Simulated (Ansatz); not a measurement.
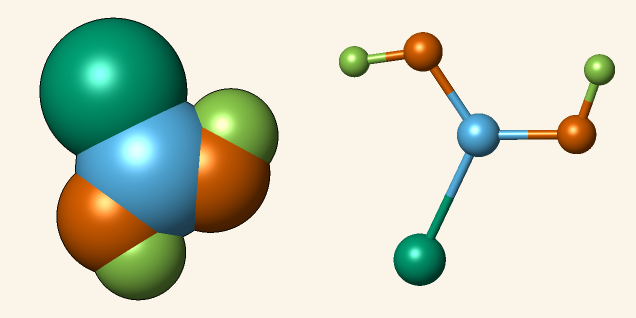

The same structure drawn twice, from different directions. Colours: oxygen orange, boron blue, bromine teal, hydrogen green.

Description:

Formula BBrH2O2. As SMILES it reads `OB(O)Br`. It has no ring. This geometry has Cs symmetry. All atoms lie on one plane. Coordination: 2 O bent; 1 B trigonal planar.

More results for the same structure follow; atom numbers are the same in all pictures, views and colours differ. The geometry was computed by an optimisation with PBE0-D4/def2-TZVP.

**Thermal motion**

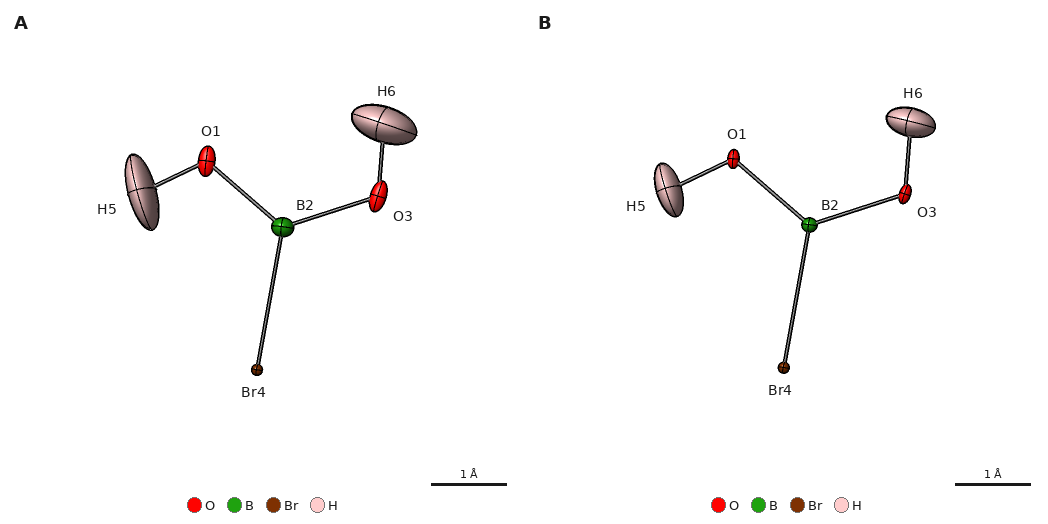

Displacement ellipsoids at the 50 % level, scaled by 1.5, from the internal vibrations of the free molecule (harmonic, no overall translation or rotation; no half-axis is drawn under 0.075 Å). Vibrations computed with RKS PBE0-D4/def2-TZVP (Ansatz 0.2.0). One panel is for 298 K, the other for 900 K.

> Which panel is for 900 K?

A.

> How much does the mean-square displacement of O3 grow, and why?

U_eq goes from 0.0016 to 0.0037 Å², a factor of 2.4. Modes below kT (626 cm⁻¹ at 900 K) grow about in proportion to T, and the lowest lies at 293 cm⁻¹; the mean-square amplitude of a mode is its zero-point value times coth(ħω/2kT), which comes close to 1 only above about 3kT.

**Charges**

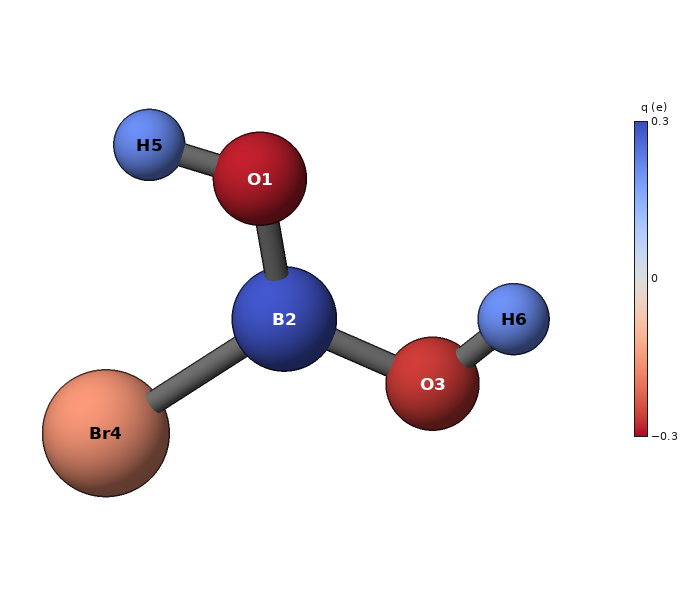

Atoms are coloured by their Mulliken charges. Properties computed with RKS B3LYP-D4/def2-TZVPP (Ansatz 0.2.0).

> Which atom carries the highest charge (most positive or least negative)?

B2 (0.29 e).

> And the lowest?

O1 (−0.29 e).

List the Mulliken charges.

```csv
atom,value (e)
O1,−0.29
B2,0.29
O3,−0.26
Br4,−0.16
H5,0.21
H6,0.21
```

**Dipole moment**

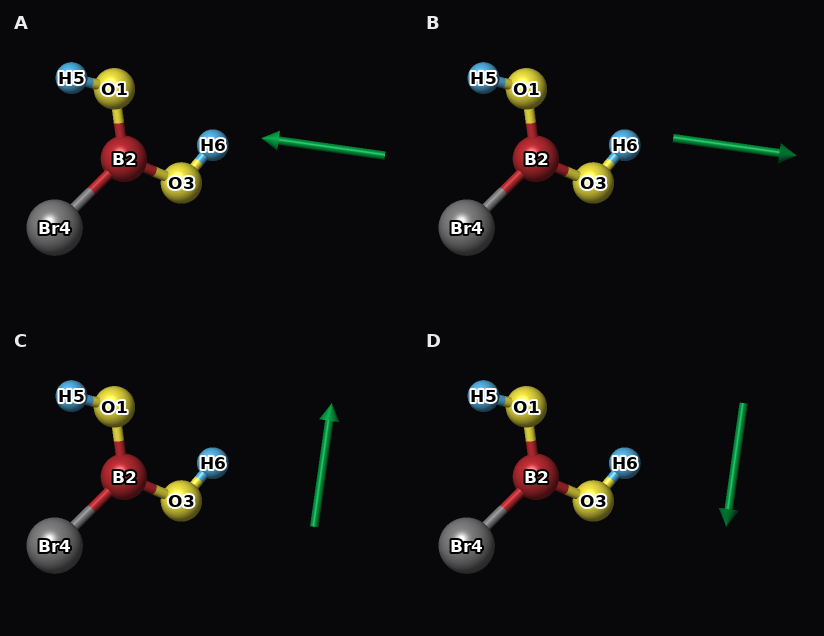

The same molecule four times, each with an arrow. Level of theory: RKS PBE0-D4/def2-TZVP (Ansatz 0.2.0).

> Which arrow points along the dipole moment, from the negative to the positive end?

C. The dipole moment is 2.04 D; it points from the side of Br4 to the side of O1, H5 (the outermost atoms at the two ends).

Mulliken values depend strongly on the basis set and can even reverse the polarity of a bond.
